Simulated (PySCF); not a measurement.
Vertical excitations of a molecule C₄H₁₂N, charge +1 from TDA-CAM-B3LYP/def2-SVPD (PySCF), as energy in eV (oscillator strength): 10.95 (0.000), 10.95 (0.000), 10.95 (0.000), 11.16 (0.047), 11.16 (0.047), 11.16 (0.047), 11.96 (0.000), 11.96 (0.000), 12.07 (0.000), 12.07 (0.000). Lowest triplet (TDA): 10.59 eV. Coordinates come from a B3LYP-D3(BJ)/def2-SVP optimisation. One conformer was computed; it need not be the lowest.

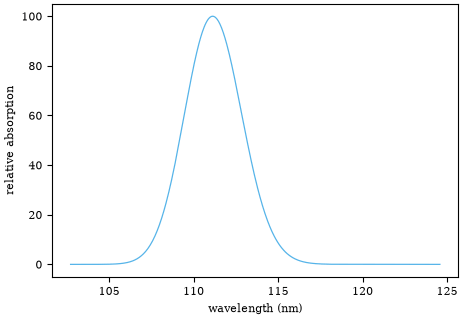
Figure. The lines broadened by 0.4 eV.

Identify the compound among the candidates.
(A) CC[NH2+]CC
(B) C[N+](C)(C)C
(C) CC(C)(C)[NH3+]

B, C[N+](C)(C)C
